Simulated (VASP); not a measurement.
# A VASP study of KRbBr2 (PBEsol): structure first, properties next, part 2 of 3

What structure does KRbBr2 take at this level, and what are its properties? The cell is invented: it takes the structure of a Materials Project entry for KRbCl2 (space group 166 there), with some of its atoms replaced by other elements, volume scaled by an estimate. It may not be a known or stable phase.

VASP 6.6.1; PBEsol; plane waves and PAW (Rb_sv, Br, K_sv); invented cell.

So far, gap on the k-mesh (eV): step 2 (rough relaxation of the start cell) 4.26. The relaxed cell has a = 4.733, c = 23.256 Å (conventional setting).

### Step 3. Full relaxation (PBEsol)

Properties are meant for the cell that this level of theory prefers, so cell and atoms are relaxed first (ISIF = 3) until forces and stress are small; EDIFFG sets the threshold.

INCAR reads:

```
SYSTEM = KRbBr2
PREC = Accurate
ENCUT = 400
EDIFF = 1E-06
NELM = 100
ISMEAR = 0
SIGMA = 0.05
LREAL = .FALSE.
ALGO = Normal
GGA = PS
NBANDS = 22
LORBIT = 11
LWAVE = .FALSE.
LCHARG = .FALSE.
KPAR = 2
IBRION = 2
NSW = 60
ISIF = 3
EDIFFG = -0.01
```

POSCAR reads:

```
KRbBr2
1.0
    2.3665265569      1.3663149057      7.7519669447
   -2.3665265569      1.3663149057      7.7519669447
    0.0000000000     -2.7326298115      7.7519669447
Rb Br K
1 2 1
Direct
    0.5000000000      0.5000000000      0.5000000000
    0.7459465853      0.7459465853      0.7459465853
    0.2540534147      0.2540534147      0.2540534147
    0.0000000000      0.0000000000      0.0000000000
```

KPOINTS reads:

```
Automatic mesh
0
Gamma
6 6 6
0 0 0
```

Potentials, in the order of the species: Rb_sv, Br and K_sv (PBE family, release 64).

The run is started by

```console
$ mpirun -np 2 vasp_std
```

The program printed:

```text
[banner, memory and clock lines left out]
running    2 mpi-ranks, on    1 nodes
 distrk:  each k-point on    1 cores,    2 groups
 distr:  one band on    1 cores,    1 groups

 POSCAR found type information on POSCAR RbBrK
 POSCAR found :  3 types and       4 ions
 [... a notice as in an earlier step ...]

 LDA part: xc-table for (Slater+PW92), standard interpolation
 POSCAR, INCAR and KPOINTS ok, starting setup
 FFT: planning ... GRIDC
 FFT: planning ... GRID_SOFT
 FFT: planning ... GRID
 WAVECAR not read
 entering main loop
       N       E                     dE             d eps       ncg     rms          rms(c)
DAV:   1     0.193694939779E+03    0.19369E+03   -0.11942E+04  1408   0.102E+03
DAV:   2     0.162509989572E+01   -0.19207E+03   -0.18374E+03  1944   0.242E+02
DAV:   3    -0.128881715487E+02   -0.14513E+02   -0.14455E+02  2248   0.640E+01
DAV:   4    -0.131667553342E+02   -0.27858E+00   -0.27808E+00  1972   0.864E+00
DAV:   5    -0.131746131365E+02   -0.78578E-02   -0.78572E-02  2016   0.122E+00    0.419E+00
DAV:   6    -0.128169901517E+02    0.35762E+00   -0.60562E-01  1714   0.308E+00    0.300E+00
DAV:   7    -0.127878334985E+02    0.29157E-01   -0.31380E-01  1738   0.233E+00    0.141E+00
DAV:   8    -0.128042022328E+02   -0.16369E-01   -0.48009E-02  2000   0.107E+00    0.191E-01
DAV:   9    -0.128047343898E+02   -0.53216E-03   -0.16754E-03  1830   0.195E-01    0.111E-01
DAV:  10    -0.128060657858E+02   -0.13314E-02   -0.17906E-03  1720   0.218E-01    0.256E-02
DAV:  11    -0.128060777117E+02   -0.11926E-04   -0.46177E-05  2234   0.325E-02    0.119E-02
DAV:  12    -0.128060943385E+02   -0.16627E-04   -0.13776E-05  1732   0.208E-02    0.351E-03
DAV:  13    -0.128060964409E+02   -0.21025E-05   -0.20491E-06  1530   0.709E-03    0.239E-03
DAV:  14    -0.128060968927E+02   -0.45175E-06   -0.81711E-07  1316   0.537E-03
   1 F= -.12806097E+02 E0= -.12806097E+02  d E =-.128061E+02
 curvature:   0.00 expect dE= 0.000E+00 dE for cont linesearch  0.000E+00
 trial: gam= 0.00000 g(F)=  0.846E-05 g(S)=  0.102E-05 ort = 0.000E+00 (trialstep = 0.100E+01)
 search vector abs. value=  0.948E-05
 reached required accuracy - stopping structural energy minimisation
```

Wall time 3.4 min (2 MPI ranks of AMD EPYC 7571, shared host); peak memory 0.81 GiB; 6.6 min of CPU time.

Parts of OUTCAR (step 3):

```text
  LATTYP: Found a trigonal (rhomboedric) cell.
 ALAT       =     8.2195046005
 COS(alpha) =     0.8342087724

The static configuration has the point symmetry D_3d.

 Found     32 irreducible k-points:

   k-points           NKPTS =     32   k-points in BZ     NKDIM =     32   number of bands    NBANDS=     22

   dimension x,y,z NGX =    54 NGY =   54 NGZ =   54
   dimension x,y,z NGXF=   108 NGYF=  108 NGZF=  108

   ENCUT  =  400.0 eV  29.40 Ry    5.42 a.u.  13.40 13.40 13.40*2*pi/ulx,y,z

   NELECT =      32.0000    total number of electrons

 E-fermi :  -1.5723

 k-point     1 :       0.0000    0.0000    0.0000
  band No.  band energies     occupation
    ...
     12      -2.1424      2.00000
     13      -2.1424      2.00000
     14      -1.7804      2.00000
     15      -1.7804      2.00000
     16      -1.7749      2.00000
     17       2.4806      0.00000
     18       4.7893      0.00000
     19       5.4006      0.00000
     20       5.5775      0.00000
     21       5.5775      0.00000
    ...

 k-point     2 :       0.1667    0.0000    0.0000
  band No.  band energies     occupation
    ...
     12      -2.1833      2.00000
     13      -2.1410      2.00000
     14      -2.1219      2.00000
     15      -1.8534      2.00000
     16      -1.8425      2.00000
     17       3.0790      0.00000
     18       4.9368      0.00000
     19       5.2493      0.00000
     20       5.7020      0.00000
     21       6.0158      0.00000
    ...

  Total        0.0009285      0.0009285     -0.0090979      0.0000000      0.0000000      0.0000000
  in kB        0.0098914      0.0098914     -0.0969230      0.0000000      0.0000000      0.0000000
  external PRESSURE =      -0.0257134 kB  Pullay stress =       0.0000000 kB

 POSITION                                       TOTAL-FORCE (eV/Angst)
 -----------------------------------------------------------------------------------
      0.00000     -0.00000     11.62795         0.000000     -0.000000      0.000000
      0.00000     -0.00000     17.34766        -0.000000     -0.000000      0.009366
      0.00000     -0.00000      5.90824        -0.000000      0.000000     -0.009366
      0.00000      0.00000      0.00000        -0.000000     -0.000000      0.000000
 -----------------------------------------------------------------------------------
    total drift:                                0.000000      0.000000      0.000000

  FREE ENERGIE OF THE ION-ELECTRON SYSTEM (eV)
  ---------------------------------------------------
  free  energy   TOTEN  =       -12.8060968927 eV

  energy  without entropy=      -12.8060968927  energy(sigma->0) =      -12.80609689

 total charge
# of ion       s       p       d       tot
------------------------------------------
    1        1.939   5.354   0.025   7.318
    2        1.592   3.282   0.001   4.875
    3        1.592   3.282   0.001   4.875
    4        1.956   5.566   0.025   7.547
--------------------------------------------------
tot          7.079  17.483   0.052  24.614

[... 3 parts as in an earlier step ...]

[... 7 further parts left out ...]
```

CONTCAR:

```
KRbBr2
   1.00000000000000
     2.3665265568999998    1.3663149056999999    7.7519669447000004
    -2.3665265568999998    1.3663149056999999    7.7519669447000004
     0.0000000000000000   -2.7326298114999998    7.7519669447000004
  Rb              Br              K
     1     2     1
Direct
     0.5000000000000000    0.5000000000000000    0.5000000000000000
     0.7459465852999969    0.7459465852999969    0.7459465852999969
     0.2540534147000031    0.2540534147000031    0.2540534147000031
     0.0000000000000000    0.0000000000000000    0.0000000000000000
```

Little changed from the start: no atom moved by 0.005 Å and no cell edge by 0.1 %.

This step gave:

| Quantity | Value |
| --- | --- |
| irreducible k-points | 32 |
| free energy (TOTEN) | -12.81 eV |
| Fermi energy | -1.572 eV |
| pressure | -0.002571 GPa |
| SCF cycles over all ionic steps | 14 |

It ends with a largest force of 0.009 eV/Å and a pressure of 0.00 GPa.

### Step 4. Density, ELF and potential (PBEsol)

A single point on the relaxed cell gives a clean self-consistent state, with density, ELF and potential written out.

Edit INCAR of step 3 so:

```diff
@@ -13,7 +13,5 @@
 LWAVE = .FALSE.
-LCHARG = .FALSE.
-KPAR = 2
-IBRION = 2
-NSW = 60
-ISIF = 3
-EDIFFG = -0.01
+LCHARG = .TRUE.
+ISIF = 2
+LELF = .TRUE.
+LVHAR = .TRUE.
```

POSCAR is that of step 3.

KPOINTS is that of step 3.

The run is started by

```console
$ mpirun -np 2 vasp_std
```

The program printed:

```text
[banner, memory and clock lines left out]
running    2 mpi-ranks, on    1 nodes
 distrk:  each k-point on    2 cores,    1 groups
 distr:  one band on    1 cores,    2 groups

 POSCAR found type information on POSCAR RbBrK
 POSCAR found :  3 types and       4 ions
 [... a notice as in an earlier step ...]

 LDA part: xc-table for (Slater+PW92), standard interpolation
 POSCAR, INCAR and KPOINTS ok, starting setup
 FFT: planning ... GRIDC
 FFT: planning ... GRID_SOFT
 FFT: planning ... GRID
 WAVECAR not read
 entering main loop
       N       E                     dE             d eps       ncg     rms          rms(c)
[... 1 cycle as in an earlier step ...]
DAV:   2     0.162509989565E+01   -0.19207E+03   -0.18374E+03  1944   0.242E+02
[... 4 cycles as in an earlier step ...]
DAV:   7    -0.127878334986E+02    0.29157E-01   -0.31380E-01  1738   0.233E+00    0.141E+00
DAV:   8    -0.128042022329E+02   -0.16369E-01   -0.48009E-02  2000   0.107E+00    0.191E-01
[... 1 cycle as in an earlier step ...]
DAV:  10    -0.128060657859E+02   -0.13314E-02   -0.17906E-03  1720   0.218E-01    0.256E-02
DAV:  11    -0.128060777118E+02   -0.11926E-04   -0.46177E-05  2234   0.325E-02    0.119E-02
[... 1 cycle as in an earlier step ...]
DAV:  13    -0.128060964410E+02   -0.21025E-05   -0.20491E-06  1530   0.709E-03    0.239E-03
DAV:  14    -0.128060968926E+02   -0.45165E-06   -0.81711E-07  1316   0.537E-03
   1 F= -.12806097E+02 E0= -.12806097E+02  d E =-.175932E-10
```

It took 3.8 min on 2 MPI ranks; peak memory 0.55 GiB.

OUTCAR, selected parts (step 4):

```text
The static configuration has the point symmetry D_3d.

 Found     32 irreducible k-points:

   NELECT =      32.0000    total number of electrons

 E-fermi :  -1.5723

  Total        0.0009285      0.0009285     -0.0090979      0.0000000      0.0000000      0.0000000
  in kB        0.0098913      0.0098913     -0.0969229      0.0000000      0.0000000      0.0000000
  external PRESSURE =      -0.0257134 kB  Pullay stress =       0.0000000 kB

 POSITION                                       TOTAL-FORCE (eV/Angst)
 -----------------------------------------------------------------------------------
      0.00000     -0.00000     11.62795         0.000000      0.000000      0.000000
      0.00000     -0.00000     17.34766         0.000000     -0.000000      0.009366
      0.00000     -0.00000      5.90824         0.000000      0.000000     -0.009366
      0.00000      0.00000      0.00000         0.000000     -0.000000      0.000000
 -----------------------------------------------------------------------------------
    total drift:                                0.000000      0.000000      0.000000

  FREE ENERGIE OF THE ION-ELECTRON SYSTEM (eV)
  ---------------------------------------------------
  free  energy   TOTEN  =       -12.8060968926 eV

  energy  without entropy=      -12.8060968926  energy(sigma->0) =      -12.80609689

[... 16 parts as in an earlier step ...]
```

Numbers from this step:

* SCF cycles: 14

Valence electrons inside each PAW sphere by angular momentum. Sphere charges, by row:

| atom | s (e) | p (e) | d (e) | tot (e) |
| --- | --- | --- | --- | --- |
| Rb1 | 1.939 | 5.354 | 0.025 | 7.318 |
| Br2 | 1.592 | 3.282 | 0.001 | 4.875 |
| Br3 | 1.592 | 3.282 | 0.001 | 4.875 |
| K4 | 1.956 | 5.566 | 0.025 | 7.547 |

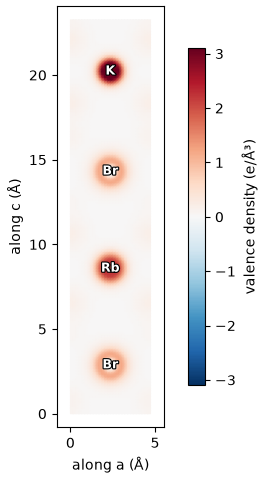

Valence density in the ac plane of the conventional cell at fractional y = 0.000, with atoms of Rb and Br and K within 0.2 Å of it. It is the smooth field of the valence electrons, not physical close to the nuclei. The map starts off the cell's origin, so that atoms lie inside it.

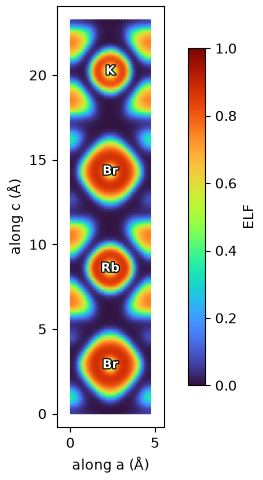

ELF in the ac plane of the conventional cell at fractional y = 0.000, with atoms of Rb and Br and K within 0.2 Å of it. It is the smooth field of the valence electrons, not physical close to the nuclei. The map starts off the cell's origin, so that atoms lie inside it.

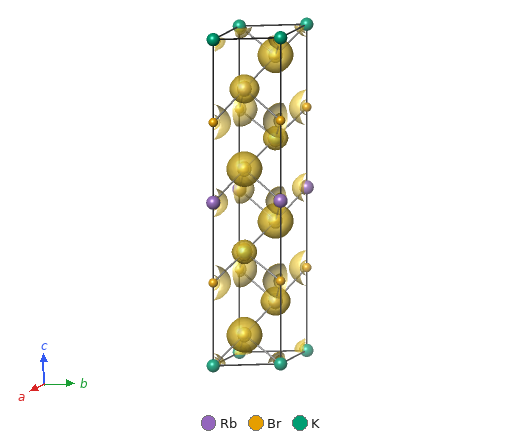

Surface of ELF = 0.8. Bonds to atoms that aren't drawn are left out.

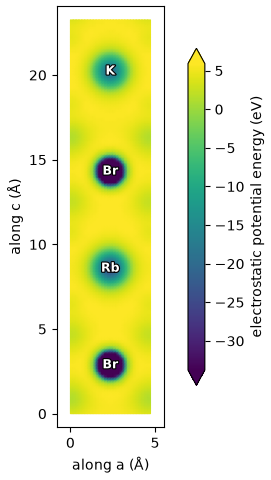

Electrostatic potential energy in the ac plane of the conventional cell at fractional y = 0.000, with atoms of Rb and Br and K within 0.2 Å of it. With pseudopotentials it is smooth inside the atoms' cores, unlike the true potential. The map starts off the cell's origin, so that atoms lie inside it.

In this run the pressure is 0.00 GPa, small enough to go on.

### Step 5. Bands along the symmetry lines (PBEsol)

Levels along the symmetry lines show where the bands peak and cross; KPOINTS_OPT computes them in the converged potential.

INCAR reads:

```
SYSTEM = KRbBr2
PREC = Accurate
ENCUT = 400
EDIFF = 1E-06
NELM = 100
ISMEAR = 0
SIGMA = 0.05
LREAL = .FALSE.
ALGO = Normal
GGA = PS
NBANDS = 30
LORBIT = 11
LWAVE = .FALSE.
LCHARG = .FALSE.
KPAR = 2
```

POSCAR is that of step 4.

KPOINTS is that of step 4.

KPOINTS_OPT reads:

```
Line mode
16
Line-mode
Reciprocal
  0.00000000   0.00000000   0.00000000 GAMMA
  0.50000000   0.00000000   0.00000000 L

  0.50000000   0.00000000   0.00000000 L
  0.50000000   0.18737697  -0.18737697 B1

  0.81262303   0.50000000   0.18737697 B
  0.50000000   0.50000000   0.50000000 Z

  0.50000000   0.50000000   0.50000000 Z
  0.00000000   0.00000000   0.00000000 GAMMA

  0.00000000   0.00000000   0.00000000 GAMMA
  0.34368849   0.00000000  -0.34368849 X

  0.65631151   0.34368849   0.00000000 Q
  0.50000000   0.50000000   0.00000000 F

  0.50000000   0.50000000   0.00000000 F
  0.65631151   0.65631151   0.18737697 P1

  0.65631151   0.65631151   0.18737697 P1
  0.50000000   0.50000000   0.50000000 Z

  0.50000000   0.00000000   0.00000000 L
  0.81262303   0.34368849   0.34368849 P
```

The run is started by

```console
$ mpirun -np 2 vasp_std
```

The program printed:

```text
[... set-up lines as in an earlier step ...]
 entering main loop
       N       E                     dE             d eps       ncg     rms          rms(c)
DAV:   1     0.177820353088E+03    0.17782E+03   -0.11413E+04  1920   0.752E+02
DAV:   2     0.699323627086E+00   -0.17712E+03   -0.16770E+03  2420   0.197E+02
DAV:   3    -0.128832352664E+02   -0.13583E+02   -0.13512E+02  2970   0.495E+01
DAV:   4    -0.131711050750E+02   -0.28787E+00   -0.28731E+00  2832   0.638E+00
DAV:   5    -0.131749026601E+02   -0.37976E-02   -0.37974E-02  2708   0.641E-01    0.419E+00
DAV:   6    -0.128173711126E+02    0.35753E+00   -0.41005E-01  2438   0.226E+00    0.297E+00
DAV:   7    -0.127891187609E+02    0.28252E-01   -0.22935E-01  2536   0.176E+00    0.140E+00
DAV:   8    -0.128045827857E+02   -0.15464E-01   -0.35108E-02  2500   0.747E-01    0.197E-01
DAV:   9    -0.128049419187E+02   -0.35913E-03   -0.96453E-04  2668   0.135E-01    0.108E-01
DAV:  10    -0.128060554137E+02   -0.11135E-02   -0.14096E-03  2202   0.141E-01    0.254E-02
DAV:  11    -0.128060837032E+02   -0.28289E-04   -0.40344E-05  3002   0.257E-02    0.113E-02
DAV:  12    -0.128060945596E+02   -0.10856E-04   -0.10397E-05  2238   0.150E-02    0.345E-03
DAV:  13    -0.128060960790E+02   -0.15194E-05   -0.80116E-07  2252   0.371E-03    0.187E-03
DAV:  14    -0.128060969021E+02   -0.82310E-06   -0.10191E-06  1982   0.406E-03
   1 F= -.12806097E+02 E0= -.12806097E+02  d E =-.460978E-20
 Start KPOINTS_OPT (optional k-point list driver)
k-point batch [1-32\144]
       N       E                     dE             ncg
DAV:   1    -0.475972865672E+04   -0.22366E+05     1920
DAV:   2    -0.102166515245E+05   -0.54569E+04     2426
DAV:   3    -0.106506496649E+05   -0.43400E+03     3072
DAV:   4    -0.106604436491E+05   -0.97940E+01     2832
DAV:   5    -0.106605674595E+05   -0.12381E+00     2746
DAV:   6    -0.106605684970E+05   -0.10375E-02     2752
DAV:   7    -0.106605685259E+05   -0.28966E-04     2808
DAV:   8    -0.106605685262E+05   -0.27386E-06     2006
[...]
k-point batch [129-144\144]
       N       E                     dE             ncg
DAV:   1     0.435978238474E+04   -0.14023E+05      960
DAV:   2     0.164390535684E+04   -0.27159E+04     1178
DAV:   3     0.142643879160E+04   -0.21747E+03     1528
DAV:   4     0.142133778444E+04   -0.51010E+01     1444
DAV:   5     0.142127301606E+04   -0.64768E-01     1418
DAV:   6     0.142127252953E+04   -0.48653E-03     1420
DAV:   7     0.142127251872E+04   -0.10811E-04     1394
DAV:   8     0.142127251863E+04   -0.90428E-07     1036
```

Elapsed: 15 min, on 2 MPI ranks; peak memory 0.95 GiB.

OUTCAR, selected parts (step 5):

```text
   k-points           NKPTS =     32   k-points in BZ     NKDIM =     32   number of bands    NBANDS=     30

   NELECT =      32.0000    total number of electrons

 E-fermi :  -1.4655

 k-point     2 :       0.1667    0.0000    0.0000
  band No.  band energies     occupation
    ...
     12      -2.1833      2.00000
     13      -2.1410      2.00000
     14      -2.1219      2.00000
     15      -1.8534      2.00000
     16      -1.8425      2.00000
     17       3.0790      0.00000
     18       4.9367      0.00000
     19       5.2493      0.00000
     20       5.7020      0.00000
     21       6.0158      0.00000
    ...

  Total        0.0013389      0.0013389     -0.0087416      0.0000000      0.0000000      0.0000000
  in kB        0.0142636      0.0142636     -0.0931272      0.0000000      0.0000000      0.0000000
  external PRESSURE =      -0.0215333 kB  Pullay stress =       0.0000000 kB

 POSITION                                       TOTAL-FORCE (eV/Angst)
 -----------------------------------------------------------------------------------
      0.00000     -0.00000     11.62795         0.000000      0.000000     -0.000000
      0.00000     -0.00000     17.34766         0.000000     -0.000000      0.009465
      0.00000     -0.00000      5.90824         0.000000      0.000000     -0.009465
      0.00000      0.00000      0.00000         0.000000      0.000000     -0.000000
 -----------------------------------------------------------------------------------
    total drift:                                0.000000      0.000000      0.000000

  FREE ENERGIE OF THE ION-ELECTRON SYSTEM (eV)
  ---------------------------------------------------
  free  energy   TOTEN  =       -12.8060969021 eV

  energy  without entropy=      -12.8060969021  energy(sigma->0) =      -12.80609690

[... 10 parts as in an earlier step ...]

[... 6 further parts left out ...]
```

Spin-orbit coupling is off here; it would split degenerate levels, and it lifts a valence top of Br p states by about 0.1 eV.

Numbers from this step:

* bands: 30
* Fermi energy: -1.466 eV
* pressure: -0.002153 GPa
* least gap on mesh and path: 4.255 eV
* least direct gap on mesh and path: 4.255 eV

The electronic bands at the labelled points (eV, zero at the valence-band top; v1 is the highest filled band, c1 the lowest empty one):

| point | v4 | v3 | v2 | v1 | c1 | c2 | c3 | c4 |
| --- | --- | --- | --- | --- | --- | --- | --- | --- |
| Γ | -0.37 | -0.01 | -0.01 | 0.00 | 4.26 | 6.56 | 7.18 | 7.35 |
| L | -0.50 | -0.36 | -0.33 | -0.25 | 6.24 | 6.60 | 7.20 | 7.52 |
| B1 | -0.55 | -0.47 | -0.35 | -0.30 | 6.66 | 6.75 | 7.65 | 7.73 |
| jump to B | -0.55 | -0.47 | -0.35 | -0.30 | 6.66 | 6.75 | 7.65 | 7.73 |
| Z | -0.21 | -0.21 | -0.18 | -0.18 | 5.47 | 5.62 | 6.86 | 7.56 |
| Γ | -0.37 | -0.01 | -0.01 | 0.00 | 4.26 | 6.56 | 7.18 | 7.35 |
| X | -0.55 | -0.47 | -0.37 | -0.31 | 6.64 | 6.96 | 7.38 | 7.91 |
| jump to Q | -0.55 | -0.47 | -0.37 | -0.31 | 6.64 | 6.96 | 7.38 | 7.91 |
| F | -0.37 | -0.36 | -0.24 | -0.23 | 5.57 | 6.59 | 7.08 | 7.93 |
| P1 | -0.38 | -0.37 | -0.25 | -0.23 | 5.66 | 6.66 | 7.02 | 7.85 |
| Z | -0.21 | -0.21 | -0.18 | -0.18 | 5.47 | 5.62 | 6.86 | 7.56 |
| jump to L | -0.50 | -0.36 | -0.33 | -0.25 | 6.24 | 6.60 | 7.20 | 7.52 |
| P | -0.38 | -0.37 | -0.25 | -0.23 | 5.66 | 6.66 | 7.02 | 7.85 |

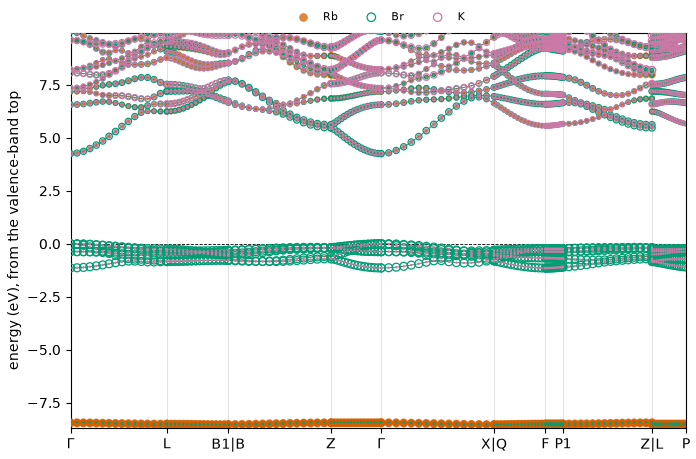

Electronic bands along the path; dots are coloured as in the legend, and their area grows with the weight.

The path finds the gap of the mesh within 0.02 eV, so the mesh comes close to both band edges.

(Part 2 of 3 ends here.)

[Lines on the potential files, build, host, timing and source positions are cut from VASP's logs without a mark.]

[Logs are printed without paths, hosts, clocks, repeated set-up lines and the standing remarks that a program may print on its own settings, such as how far it seeks lower states.]

[Hosts, paths, dates, database ids (printed as entryN), source tags and the programs' standing remarks are cut or masked in the printed files.]

[A measured line is paired with the nearest computed mode of its activity, which favours agreement.]
